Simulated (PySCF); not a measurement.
Consider C5H6O4.

```yaml
atoms:
  - { symbol: C, position_ang: [-1.9602, 0.5863, -0.0557] }
  - { symbol: C, position_ang: [-0.5350, 0.1754, -0.3880] }
  - { symbol: C, position_ang: [-0.1214, -1.1306, 0.2813] }
  - { symbol: O, position_ang: [1.1982, -1.4748, -0.1140] }
  - { symbol: C, position_ang: [2.0992, -0.4817, -0.1896] }
  - { symbol: O, position_ang: [3.2095, -0.6771, -0.5855] }
  - { symbol: C, position_ang: [1.6284, 0.9200, 0.2628] }
  - { symbol: O, position_ang: [2.3851, 1.7139, 0.7381] }
  - { symbol: O, position_ang: [0.3323, 1.2090, 0.0869] }
  - { symbol: H, position_ang: [-2.6602, -0.1431, -0.4514] }
  - { symbol: H, position_ang: [-2.0845, 0.6593, 1.0212] }
  - { symbol: H, position_ang: [-2.1683, 1.5577, -0.4940] }
  - { symbol: H, position_ang: [-0.4035, 0.0807, -1.4764] }
  - { symbol: H, position_ang: [-0.7537, -1.9632, -0.0303] }
  - { symbol: H, position_ang: [-0.1701, -1.0237, 1.3726] }
```

Geometry: GFN2-xTB.

All numbers below come from CAM-B3LYP/def2-SVPD, SCF density, gas phase (PySCF 2.14.0).

Q: What will maps of the electron density and electron localisation function show?

A: C–O (1.20 Å): ρ at the midpoint is about 3.4 e/Å³; the ELF peaks at about 0.85 between the atoms (a short, multiple covalent bond).
C–C (1.55 Å): the density is about 1.7 e/Å³ at the midpoint; the ELF peaks at about 1 between the atoms; a shared electron pair.
C–O (1.34 Å): the density is about 2.5 e/Å³ at the midpoint; the ELF peaks at about 0.90 between the atoms (a polar covalent bond).

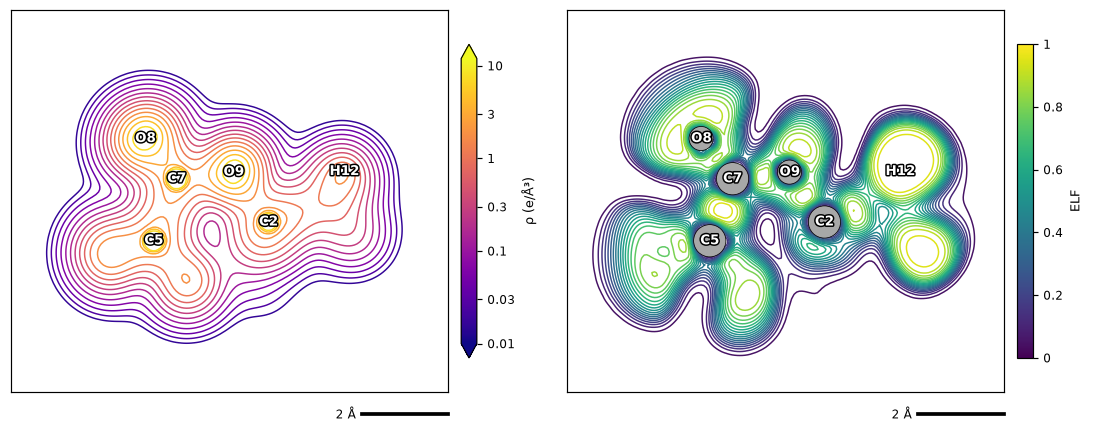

Computed electron density and electron localisation function on the plane of atoms C5, C7 and O9, in this order. Grey discs cover the atomic cores in the ELF map. 
